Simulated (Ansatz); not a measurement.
# BH₃F (doublet): one geometry, many settings at distance B1–H4 along a hydrogen transfer = 1.518 Å

What do other methods and options give for BH₃F (doublet) at this geometry, and how long do they take?

The runs use Ansatz 0.2.0, Gaussian basis; the settings change from run to run.

14 further runs of the same task are left out: 9 for a known fault of the program, 4 that didn't finish, 1 set aside as unsound or not needed.

## 1. The geometry

The geometry derives from fragments relaxed apart (PBE0/def2-TZVP) and kept rigid, so it is no stationary point. A hydrogen atom is moved between rigid fragments.

5 atoms, charge 0, spin multiplicity 2.

Atoms are counted from 1 here; the program's logs count them from 0.

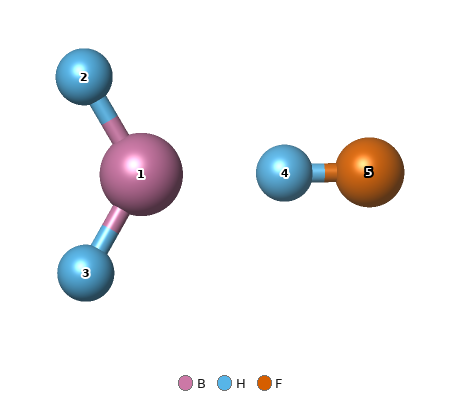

The geometry (boron pink, hydrogen blue, fluorine orange); atoms are numbered from 1 in the order of the file.

## 2. CISDT/STO-3G

in.yaml

```yaml
crystal:
  periodic: [false, false, false]
  atoms:
    - {symbol: B, position_ang: [-1.409099, 0.000000, 0.000000]}
    - {symbol: H, position_ang: [-2.005832, 1.033571, 0.000000]}
    - {symbol: H, position_ang: [-2.005832, -1.033571, 0.000000]}
    - {symbol: H, position_ang: [0.108901, 0.000000, 0.000000]}
    - {symbol: F, position_ang: [1.008901, 0.000000, 0.000000]}
basis:
  gaussian: {orbitals: STO-3G}
magnetization: {spin_polarized: false, initial_magnetization: 1}
correlation: {active_space: {ras: {orbitals: [6, 1, 4], electrons: 13, max_holes: 3, max_particles: 3}, fixed_orbitals: true}}
accuracy: high
```

Command:

```sh
$ ansatz run in.yaml --threads 1 --pin off --events-out ev --progress --plain --max-ram 2393MiB
```

Output:

```text
Functional definition: HF
  name "HF"
  cite "Fock, Z. Phys. 61, 126 (1930) doi:10.1007/BF01340294"
  parent pbe
  exchange = exact_x
  correlation = 0
202 factors; integrals over basis functions are off by at most 5.5e-8 eV
mean field evaluation 1: about -3370.6912 eV, gradient 1.8e1 eV
mean field evaluation 2: about -3370.7282 eV, gradient 1.8e1 eV
mean field evaluation 4: about -3372.9002 eV, gradient 1.1e0 eV
mean field evaluation 8: about -3372.9090 eV, gradient 1.8e-3 eV
mean field -3372.90895639 eV, -123.9521179073 hartree, gradient 9.2e-8 eV, S^2 0.750000; 0 other end points of the search recorded, 0 dependent functions left out
reference -3372.90895639 eV, -123.9521179073 hartree; 9, 8 occupied and 4, 5 virtual orbitals, 202 factors
state -3374.70143277 eV, -124.0179901996 hartree
Total energy: -3374.70143277 eV, -124.0179901996 hartree
```

Wall time 0.48 s (1 thread of Arm Neoverse V2, shared host).

From the report: 3,192 determinants.

## 3. MP2 on ROHF/cc-pVDZ

in.yaml: that of step 2 with these lines changed.

```diff
@@ -9,5 +9,5 @@
 basis:
-  gaussian: {orbitals: STO-3G}
+  gaussian: {orbitals: cc-pVDZ}
 magnetization: {spin_polarized: false, initial_magnetization: 1}
-correlation: {active_space: {ras: {orbitals: [6, 1, 4], electrons: 13, max_holes: 3, max_particles: 3}, fixed_orbitals: true}}
-accuracy: high
+correlation: {method: mp2, electrons: all}
+output: {forces: true}
```

The command is unchanged.

Output, cut to the lines that bear on the results:

```text
Functional definition: HF
  name "HF"
  cite "Fock, Z. Phys. 61, 126 (1930) doi:10.1007/BF01340294"
  parent pbe
[...]
388 factors; integrals over basis functions are off by at most 1.1e-3 eV
[...]
mean field -3421.72716813 eV, -125.7461540989 hartree, gradient 1.4e-6 eV, S^2 0.750000; 0 other end points of the search recorded, 0 dependent functions left out
[...]
reference -3421.72716813 eV, -125.7461540989 hartree; 9, 8 occupied and 34, 35 virtual orbitals, 388 factors
second order -7.64475340 eV of doubles, -0.04469376 eV of singles
[...]
Total energy: -3429.41661529 eV, -126.0287360699 hartree
Atom 0 at    -1.409099     0.000000     0.000000 Å, force    -2.642185     0.000000    -0.000000 eV/Å
Atom 1 at    -2.005832     1.033571     0.000000 Å, force     0.290308     0.383847     0.000000 eV/Å
Atom 2 at    -2.005832    -1.033571     0.000000 Å, force     0.290308    -0.383847     0.000000 eV/Å
Atom 3 at     0.108901     0.000000     0.000000 Å, force    -2.273015    -0.000000     0.000000 eV/Å
Atom 4 at     1.008901     0.000000     0.000000 Å, force     4.334585    -0.000000    -0.000000 eV/Å
Dipole moment:    -0.466338    -0.000000    -0.000000 e Å
```

Wall time 0.39 s (1 thread of Arm Neoverse V2, shared host).

## 4. CCSD on UHF/cc-pVDZ

in.yaml: that of step 3 with these lines changed.

```diff
@@ -9,5 +9,5 @@
 basis:
-  gaussian: {orbitals: cc-pVDZ}
-magnetization: {spin_polarized: false, initial_magnetization: 1}
-correlation: {method: mp2, electrons: all}
+  gaussian: {orbitals: cc-pVDZ, point_charges: [{charge: -0.50, position_ang: [5.662, -0.376, 0.530]}]}
+magnetization: {spin_polarized: true, initial_magnetization: 1}
+correlation: {method: ccsd, electrons: outside_noble_gas}
 output: {forces: true}
```

The command is unchanged.

Output, cut to the lines that bear on the results:

```text
Functional definition: HF
  name "HF"
  cite "Fock, Z. Phys. 61, 126 (1930) doi:10.1007/BF01340294"
  parent pbe
[...]
388 factors; integrals over basis functions are off by at most 1.2e-3 eV
[...]
mean field -3421.68306146 eV, -125.7445332085 hartree, gradient 1.7e-6 eV, S^2 0.756854; 1 other end points of the search recorded, 0 dependent functions left out
determinant -3421.68306146 eV, -125.7445332085 hartree, with singles and doubles -3429.86591107 eV, -126.0452473853 hartree
determinant -3419.61374273 eV, -125.6684871478 hartree, with singles and doubles -3428.02665506 eV, -125.9776559735 hartree
2 core orbitals not correlated: weight in the atoms' cores, before any rotation towards them, 1.000 or more for the frozen orbitals, at most 0.000 for the correlated occupied ones
reference -3421.68306146 eV, -125.7445332085 hartree; 7, 6 occupied and 34, 35 virtual orbitals, 388 factors
second order -7.51378571 eV of doubles, -0.00000000 eV of singles
cycle   1  -8.18309357 eV  change   -2.4e-4 eV  update   5.2e-4
[...]
cycle   9  -8.18312682 eV  change    1.1e-6 eV  update   1.1e-6
[...]
Total energy: -3429.86618828 eV, -126.0452575724 hartree
Atom 0 at    -1.409099     0.000000     0.000000 Å, force    -2.468511    -0.002617     0.000470 eV/Å
Atom 1 at    -2.005832     1.033571     0.000000 Å, force     0.191500     0.492732     0.000832 eV/Å
Atom 2 at    -2.005832    -1.033571     0.000000 Å, force     0.193354    -0.490506     0.000735 eV/Å
Atom 3 at     0.108901     0.000000     0.000000 Å, force    -2.020858    -0.002763     0.001158 eV/Å
Atom 4 at     1.008901     0.000000     0.000000 Å, force     4.066552     0.007085    -0.009003 eV/Å
Dipole moment:    -0.421205    -0.001512     0.001774 e Å
```

It took 2.6 s on 1 thread of Arm Neoverse V2, shared host.

From the report: ⟨S²⟩ of the determinant 0.757 (pure doublet: 0.75); correlation -8.1831 eV; T1 0.012; largest double amplitude 0.04.

## 5. HF/cc-pVDZ

in.yaml: that of step 4 with these lines changed.

```diff
@@ -9,5 +9,7 @@
 basis:
-  gaussian: {orbitals: cc-pVDZ, point_charges: [{charge: -0.50, position_ang: [5.662, -0.376, 0.530]}]}
+  gaussian: {orbitals: cc-pVDZ}
 magnetization: {spin_polarized: true, initial_magnetization: 1}
-correlation: {method: ccsd, electrons: outside_noble_gas}
-output: {forces: true}
+hamiltonian: {xc: hf}
+accuracy: high
+scf: {lower_state_search: light}
+output: {orbitals: {seedname: orbitals}}
```

Launched as before.

Output:

```text
Functional definition: HF
  name "HF"
  cite "Fock, Z. Phys. 61, 126 (1930) doi:10.1007/BF01340294"
  parent pbe
  exchange = exact_x
  correlation = 0
860 factors; integrals over basis functions are off by at most 3.6e-9 eV
mean field evaluation 1: about -3419.9934 eV, gradient 1.8e1 eV
mean field evaluation 2: about -3420.0167 eV, gradient 1.8e1 eV
mean field evaluation 4: about -3421.7386 eV, gradient 2.1e0 eV
mean field evaluation 8: about -3421.8027 eV, gradient 2.6e-1 eV
mean field evaluation 16: about -3421.8043 eV, gradient 1.7e-7 eV
mean field -3421.80433813 eV, -125.7489900442 hartree, gradient 1.9e-8 eV, S^2 0.756562; 0 other end points of the search recorded, 0 dependent functions left out
reference -3421.80433813 eV, -125.7489900442 hartree; 9, 8 occupied and 34, 35 virtual orbitals, 860 factors
Total energy: -3421.80433813 eV, -125.7489900442 hartree
```

It took 0.3 s on 1 thread of Arm Neoverse V2, shared host.

From the report: ⟨S²⟩ of the determinant 0.757 (pure doublet: 0.75).

## 6. HF/cc-pVDZ

in.yaml: that of step 5 with these lines changed.

```diff
@@ -12,4 +12,2 @@
 hamiltonian: {xc: hf}
-accuracy: high
-scf: {lower_state_search: light}
-output: {orbitals: {seedname: orbitals}}
+output: {forces: true, orbitals: {seedname: orbitals}}
```

The command is unchanged.

Output, cut to the lines that bear on the results:

```text
Functional definition: HF
  name "HF"
  cite "Fock, Z. Phys. 61, 126 (1930) doi:10.1007/BF01340294"
  parent pbe
[...]
388 factors; integrals over basis functions are off by at most 1.1e-3 eV
[...]
mean field -3421.80431921 eV, -125.7489893488 hartree, gradient 2.0e-5 eV, S^2 0.756562; 0 other end points of the search recorded, 0 dependent functions left out
[...]
reference -3421.80431921 eV, -125.7489893488 hartree; 9, 8 occupied and 34, 35 virtual orbitals, 388 factors
Total energy: -3421.80431921 eV, -125.7489893488 hartree
Atom 0 at    -1.409099     0.000000     0.000000 Å, force    -3.287289    -0.000000     0.000000 eV/Å
Atom 1 at    -2.005832     1.033571     0.000000 Å, force     0.375892     0.236219    -0.000000 eV/Å
Atom 2 at    -2.005832    -1.033571     0.000000 Å, force     0.375892    -0.236219     0.000000 eV/Å
Atom 3 at     0.108901     0.000000     0.000000 Å, force    -0.924888     0.000000    -0.000000 eV/Å
Atom 4 at     1.008901     0.000000     0.000000 Å, force     3.460392    -0.000000    -0.000000 eV/Å
Dipole moment:    -0.507640    -0.000000     0.000000 e Å
```

It took 0.21 s on 1 thread of Arm Neoverse V2, shared host.

From the report: ⟨S²⟩ of the determinant 0.757 (pure doublet: 0.75).

## 7. CISD/aug-cc-pVDZ

in.yaml: that of step 6 with these lines changed.

```diff
@@ -9,5 +9,4 @@
 basis:
-  gaussian: {orbitals: cc-pVDZ}
-magnetization: {spin_polarized: true, initial_magnetization: 1}
-hamiltonian: {xc: hf}
-output: {forces: true, orbitals: {seedname: orbitals}}
+  gaussian: {orbitals: aug-cc-pVDZ}
+magnetization: {spin_polarized: false, initial_magnetization: 1}
+correlation: {active_space: {ras: {orbitals: [6, 1, 64], electrons: 13, max_holes: 2, max_particles: 2}, fixed_orbitals: true}}
```

Launched as before.

Output:

```text
Functional definition: HF
  name "HF"
  cite "Fock, Z. Phys. 61, 126 (1930) doi:10.1007/BF01340294"
  parent pbe
  exchange = exact_x
  correlation = 0
688 factors; integrals over basis functions are off by at most 9.6e-4 eV
mean field evaluation 1: about -3420.2878 eV, gradient 2.5e1 eV
mean field evaluation 2: about -3420.2931 eV, gradient 2.5e1 eV
mean field evaluation 4: about -3422.0400 eV, gradient 2.1e0 eV
mean field evaluation 8: about -3422.0781 eV, gradient 8.3e-2 eV
mean field -3422.07817247 eV, -125.7590532702 hartree, gradient 3.5e-6 eV, S^2 0.750000; 0 other end points of the search recorded, 0 dependent functions left out
reference -3422.07817247 eV, -125.7590532702 hartree; 9, 8 occupied and 64, 65 virtual orbitals, 688 factors
state -3430.29950832 eV, -126.0611817903 hartree
Total energy: -3430.29950832 eV, -126.0611817903 hartree
```

Wall time 10 s (1 thread of Arm Neoverse V2, shared host).

From the report: 103,123 determinants.

## 8. CCSDTQ/STO-3G

in.yaml

```yaml
crystal:
  periodic: [false, false, false]
  atoms:
    - {symbol: B, position_ang: [-1.409099, 0.000000, 0.000000]}
    - {symbol: H, position_ang: [-2.005832, 1.033571, 0.000000]}
    - {symbol: H, position_ang: [-2.005832, -1.033571, 0.000000]}
    - {symbol: H, position_ang: [0.108901, 0.000000, 0.000000]}
    - {symbol: F, position_ang: [1.008901, 0.000000, 0.000000]}
basis:
  gaussian: {orbitals: STO-3G}
magnetization: {spin_polarized: true, initial_magnetization: 1}
hamiltonian: {xc: {name: B3LYP}}
correlation: {method: ccsdtq, electrons: all, diis_vectors: 2}
scf: {omitted_lower_state_checks: [cluster_reference]}
```

The command is unchanged.

Output, cut to the lines that bear on the results:

```text
Functional definition: B3LYP
  name "B3LYP"
  cite "Stephens, Devlin, Chabalowski & Frisch, J. Phys. Chem. 98, 11623 (1994) doi:10.1021/j100096a001"
  cite "Becke, Phys. Rev. A 38, 3098 (1988) doi:10.1103/PhysRevA.38.3098"
  cite "Lee, Yang & Parr, Phys. Rev. B 37, 785 (1988) doi:10.1103/PhysRevB.37.785"
  cite "Vosko, Wilk & Nusair, Can. J. Phys. 58, 1200 (1980) doi:10.1139/p80-159"
[...]
197 factors; integrals over basis functions are off by at most 6.6e-8 eV
[...]
mean field -3388.10577221 eV, -124.5105905880 hartree, gradient 4.6e-6 eV, S^2 0.752884; 2 other end points of the search recorded, 0 dependent functions left out
reference -3372.77523644 eV, -123.9472037902 hartree; 9, 8 occupied and 4, 5 virtual orbitals, 197 factors
second order -1.25803851 eV of doubles, -0.19095378 eV of singles
cycle   1  -1.73630581 eV  change   -2.9e-1 eV  update   5.0e-2
[...]
cycle  28  -1.96972336 eV  change    8.5e-8 eV  update   1.6e-6
Total energy: -3374.74495980 eV, -124.0195897884 hartree
Checks for a lower state left out: cluster_reference
```

Wall time 2 min (1 thread of Arm Neoverse V2, shared host); peak memory 1.4 GiB.

From the report: ⟨S²⟩ of the determinant 0.753 (pure doublet: 0.75); correlation -1.9697 eV; T1 0.016; largest double amplitude 0.07. The orbitals are Kohn-Sham ones, so correlation energy and T1 don't compare with those on Hartree-Fock orbitals.

## 9. The runs in one table

Where basis and cores are those of an earlier UCCSDT(Q)/cc-pVDZ run (-3430.1131 eV), and the state is the same kind, the miss against it is given.

```
                                      level         correlated  functions  energy (eV)  from UCCSDT(Q) (meV)    time
                               CISDT/STO-3G  outside noble gas         13   -3374.7014                        0.48 s
                        MP2 on ROHF/cc-pVDZ                all         43   -3429.4166                        0.39 s
CCSD on UHF/cc-pVDZ (beside a point charge)  outside noble gas         43   -3429.8662                         2.6 s
                                 HF/cc-pVDZ                            43   -3421.8043                8308.8   0.3 s
                                 HF/cc-pVDZ                            43   -3421.8043                8308.8  0.21 s
                           CISD/aug-cc-pVDZ  outside noble gas         73   -3430.2995                          10 s
          CCSDTQ/STO-3G (on B3LYP orbitals)                all         13   -3374.7450                         2 min
```

## 10. Results

```
quantity                                     value
    runs                                         7
quickest                        HF/cc-pVDZ, 0.21 s
 slowest  CCSDTQ/STO-3G (on B3LYP orbitals), 2 min
```

Total energies in different bases, with other cores or another treatment of relativity can't be set against each other. CCSDTQ/STO-3G (on B3LYP orbitals) took 584 times as long as HF/cc-pVDZ; the jobs differ in more than the method. Hartree-Fock, CASSCF and CASCI lack dynamic correlation by design.
